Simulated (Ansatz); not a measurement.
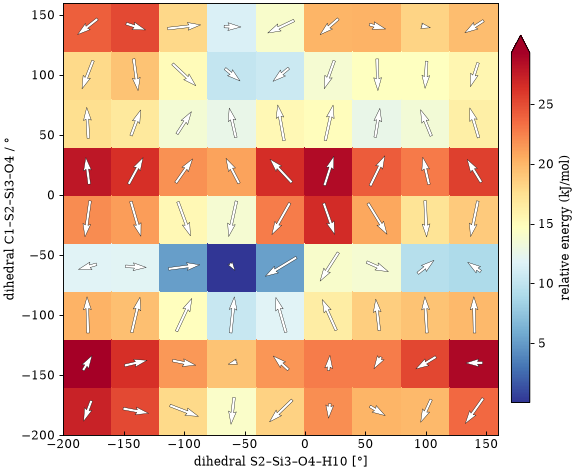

Energy landscape of CH₆OSSi, SMILES CS[SiH2]O. First axis: dihedral S2–Si3–O4–H10. Second axis: dihedral C1–S2–Si3–O4. Nothing is relaxed (all other coordinates rigid). The grid has 9 × 9 points. Energies are in kJ/mol, from the relaxed molecule at the same level. These are results of Ansatz 0.2.0, RKS r2SCAN0-D4/def2-SVP, not measurements.

The picture shows one coloured cell a grid point, arrows along the force (downhill), their lengths compressed, one colour for all values above the top of the scale. 

Summarise what can be read from the map.

Answer. The lowest grid point is at dihedral S2–Si3–O4–H10 = −60°, dihedral C1–S2–Si3–O4 = −60°, 0.0 kJ/mol from the relaxed molecule at the same level. Other grid points that lie below all their neighbours: dihedral S2–Si3–O4–H10 = 140°, dihedral C1–S2–Si3–O4 = −60° (8.9 kJ/mol higher); dihedral S2–Si3–O4–H10 = −60°, dihedral C1–S2–Si3–O4 = 100° (10.1 kJ/mol higher); dihedral S2–Si3–O4–H10 = 60°, dihedral C1–S2–Si3–O4 = 60° (12.6 kJ/mol higher). The highest grid point, dihedral S2–Si3–O4–H10 = −180°, dihedral C1–S2–Si3–O4 = −140°, lies 29.3 kJ/mol above the lowest.

The input of one point:

```yaml
crystal:
  periodic: [false, false, false]
  atoms:
    - { symbol: C, position_ang: [-1.331577, 0.240575, -1.01453] }
    - { symbol: S, position_ang: [-0.810154, -1.18684, -0.007639] }
    - { symbol: Si, position_ang: [0.745253, -0.259954, 1.110668] }
    - { symbol: O, position_ang: [1.95059, 0.33541, 0.141566] }
    - { symbol: H, position_ang: [-0.473093, 0.707139, -1.506509] }
    - { symbol: H, position_ang: [-1.855295, 0.981523, -0.402549] }
    - { symbol: H, position_ang: [-2.016408, -0.137418, -1.778272] }
    - { symbol: H, position_ang: [1.216496, -1.326276, 2.030791] }
    - { symbol: H, position_ang: [0.2501, 0.925002, 1.845959] }
    - { symbol: H, position_ang: [2.409675, -0.296056, -0.413255] }
basis:
  gaussian: { orbitals: def2-SVP }
hamiltonian:
  xc: { name: r2SCAN0 }
  dispersion: d4
output:
  forces: true
```

The whole map (81 points run) took 14 min on 1 thread of Arm Neoverse V1, with other jobs on the host.
